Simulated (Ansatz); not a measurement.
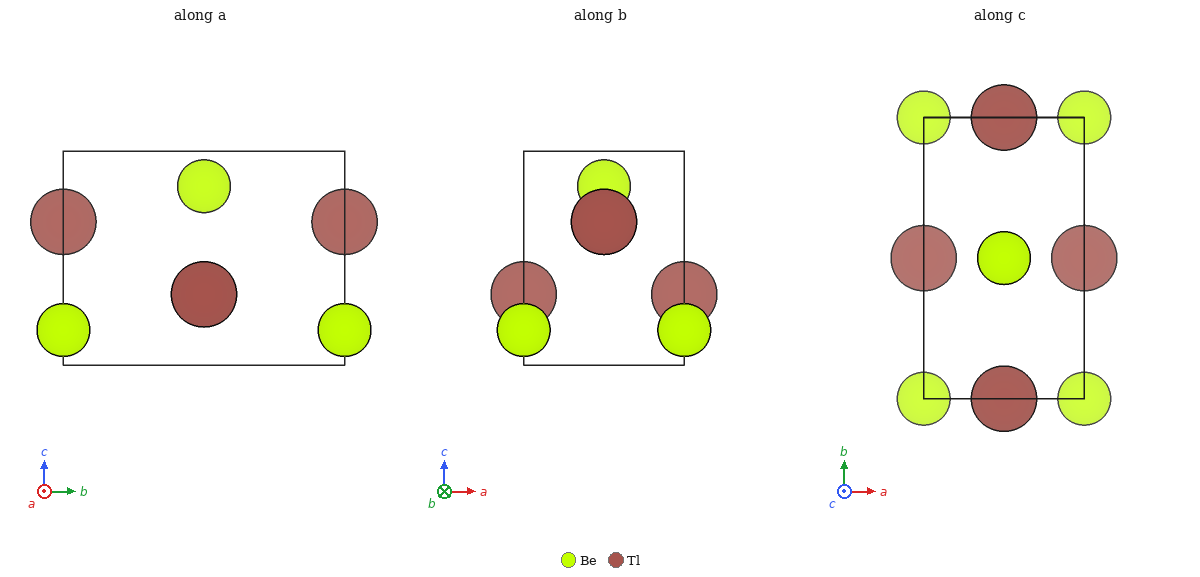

Structure drawing (spheres-only), viewed along the a axis, along the b axis and along the c axis. The lines enclose the conventional unit cell; boundary atoms appear with their images.

Lattice parameters: a = 3.208 Å, b = 5.618 Å, c = 4.274 Å, α = 90.00°, β = 90.00°, γ = 90.00°.

Record the structure as a table of Wyckoff sites, with free fractional coordinates to two decimals.

Answer. Space group Pmmn:1 (No. 59).
```csv
atom,site,x,y,z
Be,2a,0.50,0.50,0.84
Tl,2b,0.00,0.50,0.33
```

The starting point was a structure type filled with these elements by a generator (whether the compound takes this form wasn't checked). The final geometry of a relaxation with Ansatz 0.2.0, DFT PBE, scalar-relativistic, plane waves, PAW is shown.
